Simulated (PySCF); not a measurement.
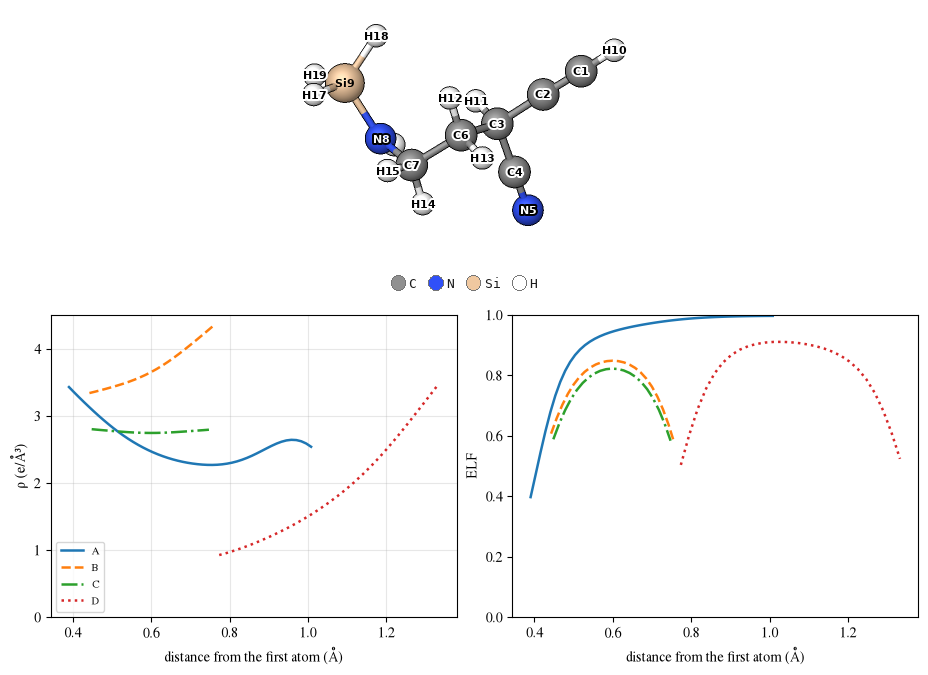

*C6H10N2Si. Total electron density and electron localisation function along straight lines between neighbouring atoms. The curves leave out the atomic cores. The structure is drawn too.*

Geometry: GFN2-xTB.

Theory: PBE0/pcSseg-1, SCF density, gas phase, non-relativistic in PySCF.

```xyz
19

C     3.1226    1.8516    0.8720
C     2.2417    1.2286    0.3559
C     1.1864    0.4416   -0.2641
C     1.7509   -0.2782   -1.3876
N     2.1962   -0.8537   -2.2686
C     0.5593   -0.5374    0.7462
C    -0.5787   -1.3597    0.1241
N    -1.6554   -0.5672   -0.4124
Si   -2.7663    0.3199    0.5544
H     3.8851    2.4113    1.3252
H     0.4101    1.1208   -0.6443
H     0.1665    0.0413    1.5844
H     1.3300   -1.2139    1.1220
H    -0.1755   -2.0012   -0.6666
H    -0.9941   -2.0025    0.9053
H    -1.4615   -0.2350   -1.3442
H    -3.2700   -0.6254    1.5487
H    -2.1899    1.4761    1.2681
H    -3.7674    0.7923   -0.3956
```

Which curve belongs to which contact (C–C, C–N, N–H and Si–N)? The first atom named is at distance zero.

Answer. Curve A: N–H (1.01 Å): ρ is about 2.8 e/Å³ halfway; the ELF climbs to about 1 towards the hydrogen, as it does in any bond to H: an ordinary covalent bond to hydrogen. Curve B: C–N (1.14 Å): the density is about 3.6 e/Å³ at the midpoint; the ELF peaks at about 0.85 between the atoms; a short, multiple covalent bond. Curve C: C–C (1.20 Å): the density is about 2.7 e/Å³ at the midpoint; the ELF peaks at about 0.80 between the atoms (a multiple bond). Curve D: Si–N (1.72 Å): ρ at the midpoint is about 1.1 e/Å³; the ELF peaks at about 0.90 between the atoms; a polar covalent bond.
